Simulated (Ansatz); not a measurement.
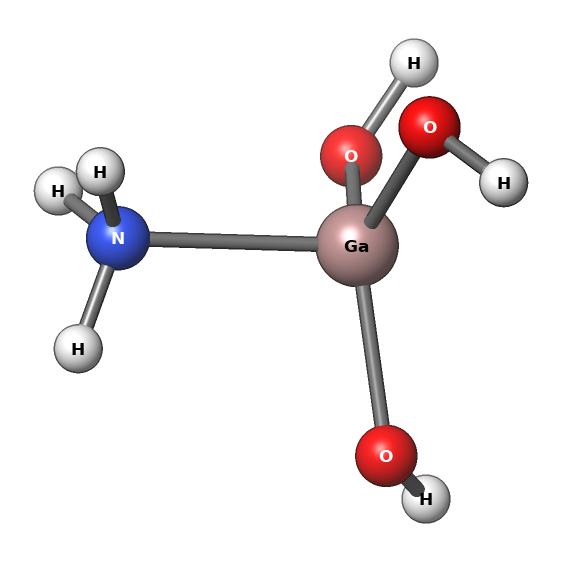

The geometry was computed by an optimisation with PBE0-D4/def2-TZVP.

Question: What is the molecular formula?

Answer: GaH₆NO₃, 11 atoms: 1 gallium, 6 hydrogen, 1 nitrogen and 3 oxygen.

Question: How many bonds of each kind are drawn?

Answer: 3 Ga–O, 3 N–H, 3 O–H, 1 Ga–N.

Question: Write the SMILES.

Answer: [NH3+][Ga-]([OH])([OH])[OH]

More results for the same structure follow; atom numbers are the same in all pictures, views and colours differ.

Geometry

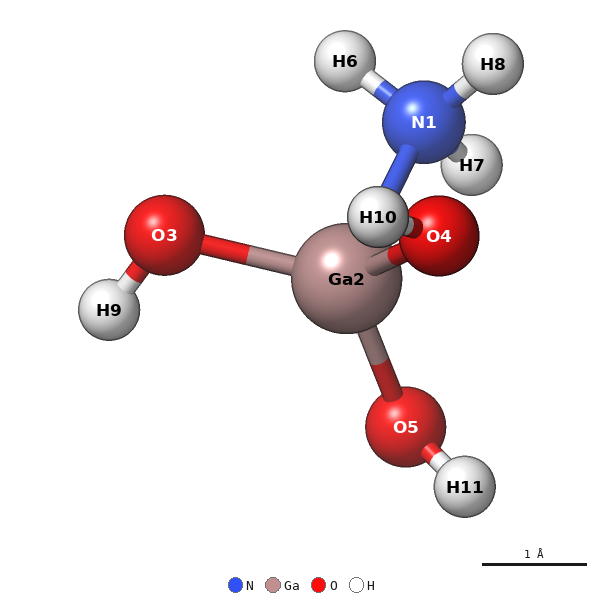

Numbered structure.

List the bonds and their lengths.

| bond | length (Å) |
| --- | --- |
| N1–Ga2 | 2.084 |
| N1–H6 | 1.014 |
| N1–H7 | 1.014 |
| N1–H8 | 1.014 |
| Ga2–O3 | 1.810 |
| Ga2–O4 | 1.810 |
| Ga2–O5 | 1.810 |
| O3–H9 | 0.958 |
| O4–H10 | 0.958 |
| O5–H11 | 0.958 |

Charges

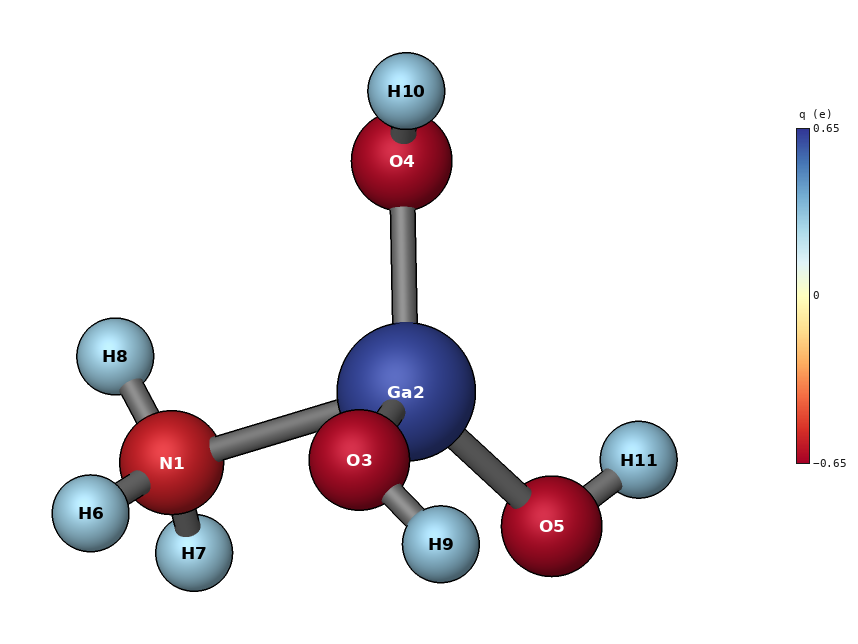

Atoms are coloured by their Mulliken charges. Properties computed with RKS PBE0-D4/def2-TZVP (Ansatz 0.2.0).

Give the Mulliken charges atom by atom.

```json
{"atom": "N1", "value (e)": "−0.56"}
{"atom": "Ga2", "value (e)": "0.61"}
{"atom": "O3", "value (e)": "−0.62"}
{"atom": "O4", "value (e)": "−0.62"}
{"atom": "O5", "value (e)": "−0.62"}
{"atom": "H6", "value (e)": "0.29"}
{"atom": "H7", "value (e)": "0.29"}
{"atom": "H8", "value (e)": "0.29"}
{"atom": "H9", "value (e)": "0.31"}
{"atom": "H10", "value (e)": "0.31"}
{"atom": "H11", "value (e)": "0.31"}
```

Levels of theory compared

Program: Ansatz 0.2.0.

Compare HOMO energy (eV), HOMO–LUMO gap (eV), dipole (D) at these levels: B3LYP-D4/def2-TZVPP; PBE-D4/def2-TZVPP; r2SCAN-D4/def2-TZVPP; ωB97M-V/def2-TZVPP.

```
               level  HOMO energy (eV)  HOMO–LUMO gap (eV)  dipole (D)
 B3LYP-D4/def2-TZVPP             −7.59                7.12        3.44
   PBE-D4/def2-TZVPP             −6.14                5.20        3.44
r2SCAN-D4/def2-TZVPP             −6.51                6.19        3.50
  ωB97M-V/def2-TZVPP            −10.36               11.73        3.44
```

Thermal motion

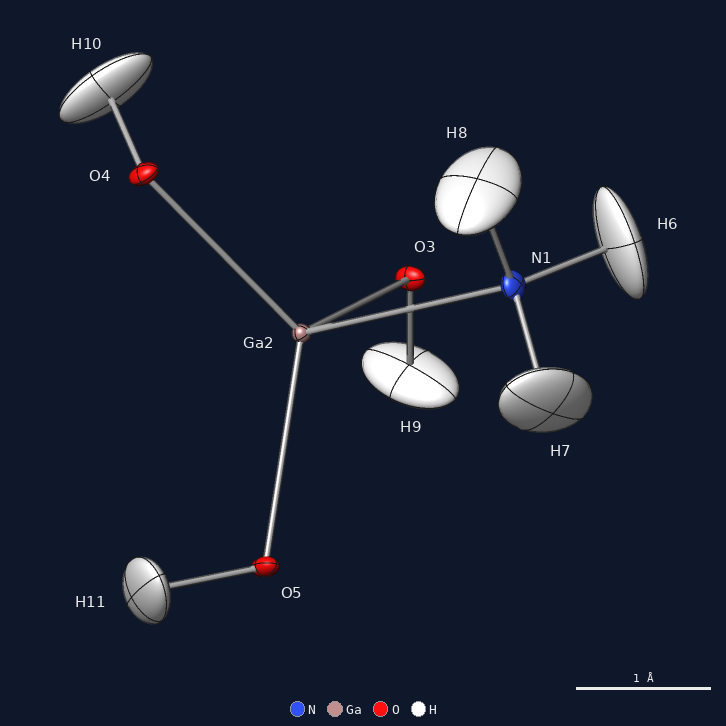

Displacement ellipsoids at the 50 % level, from the internal vibrations of the free molecule (harmonic, no overall translation or rotation; no half-axis is drawn under 0.075 Å). Vibrations computed with RKS PBE0-D4/def2-TZVP (Ansatz 0.2.0). Temperature: 100 K.

Give the displacement parameters, one line for each set of equivalent atoms.

```csv
atom,U_eq (Å²),rms amplitudes (Å)
N1,0.0049,"0.051, 0.077, 0.078"
Ga2,0.00054,"0.022, 0.024, 0.024"
"O3, O4, O5",0.0042,"0.040, 0.062, 0.085"
"H6, H7, H8",0.0439,"0.092, 0.201, 0.288"
"H9, H10, H11",0.0358,"0.084, 0.165, 0.270"
```

Mulliken values depend strongly on the basis set and can even reverse the polarity of a bond.
